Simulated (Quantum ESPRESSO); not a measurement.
One O site of SiO₂ in P4₁2₁2, with the coupling taken from PBE PAW (JTH datasets; density from pw.x of a modified build of Quantum ESPRESSO, gradients reconstructed from it by a script) (|Q| = 0.0256 barn). The cell comes from the Materials Project (a computed structure). It is SiO2 in P4₁2₁2. Stability against distortions was not tested. Forces on the atoms reach 0.14 eV/Å at this level. Cores are frozen. Against all-electron runs on small test molecules, this scheme's |Vzz| missed by −6 % on Si, −2 to +6 % on O.

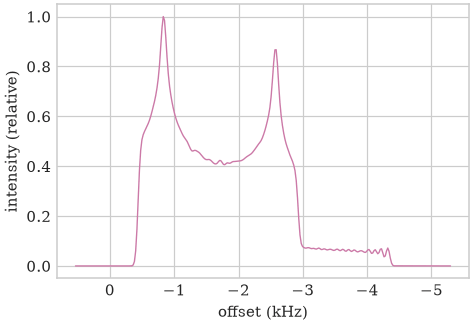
Fig. 1. Simulated fast-MAS powder pattern of the ¹⁷O central transition at 18.8 T (Larmor frequency ν0 = 108.6 MHz, I = 5/2), second-order quadrupolar broadening alone, zero at the isotropic chemical shift

Estimate |C_Q| and η_Q from the pattern.


|C_Q| ≈ 5.6 MHz and η_Q ≈ 0.2. The pattern runs from -4.37 to -0.438 kHz before smoothing, a width that goes as C_Q²/ν0, with its centre of gravity at -1.75 kHz.
